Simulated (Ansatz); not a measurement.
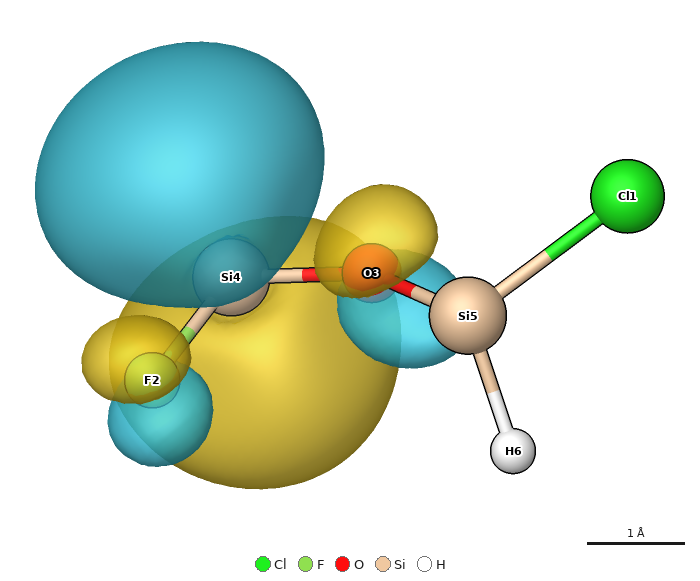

ClFHOSi2 (SMILES F[Si]O[SiH]Cl) (doublet). The LUMO (α) at ±0.08 Å⁻³ᐟ² (yellow and cyan are the two phases), seen at a tilt.

Geometry: PBE0-D3(BJ)/def2-SVP.

All numbers below come from isolated molecule in a Gaussian basis; Kohn-Sham density functional theory, functional PBE0 in Ansatz.

```tsv
atom	x (Å)	y (Å)	z (Å)
Cl	4.2590	-0.8005	0.3846
F	-0.7285	0.1494	2.2155
O	1.7384	0.3119	1.6535
Si	0.6075	0.9846	2.6677
Si	2.1952	-0.7809	0.4805
H	1.6739	-0.3079	-0.8420
```

**Where does this orbital lie, and at what energy?**

By Hirshfeld shares it lies mainly on Si4 (about 85 %), O3 (about 10 %) and F2 (about 5 %). Its energy is −2.11 eV.
